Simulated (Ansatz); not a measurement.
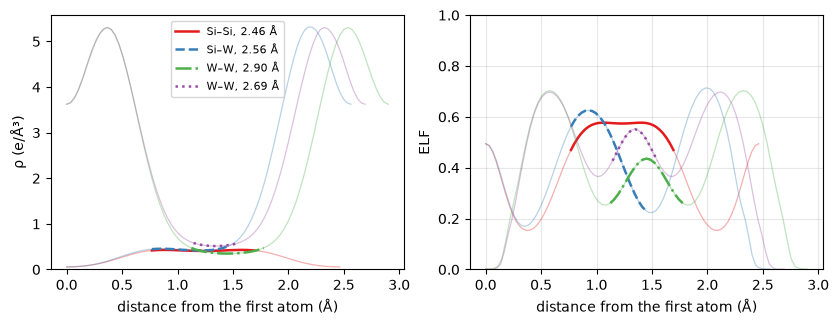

Figure. SiW2. Valence charge density (pseudo) and electron localisation function along straight lines between neighbouring atoms. Thin, pale parts lie inside the atomic spheres.

Space group I4/mcm; a generated structure, not necessarily the stable one.

Theory: DFT PBE, scalar-relativistic, plane waves, PAW in Ansatz.

In a PAW calculation such maps are meaningful between the atoms, not at the nuclei.

### What can be read from the curves?

Si–Si (2.46 Å): ρ is about 0.41 e/Å³ halfway; the ELF peaks at about 0.60 in the valence shell of Si, 1.1 Å from its nucleus, and is about 0.55 at the midpoint.
Si–W (2.56 Å): the density is about 0.42 e/Å³ at the midpoint; the ELF peaks at about 0.65 in the valence shell of Si, 0.9 Å from its nucleus, and is about 0.35 at the midpoint.
W–W (2.90 Å): ρ is about 0.35 e/Å³ halfway; the ELF is about 0.45 at the midpoint.
W–W (2.69 Å): ρ at the midpoint is about 0.51 e/Å³; the ELF reaches about 0.55 near the midpoint.
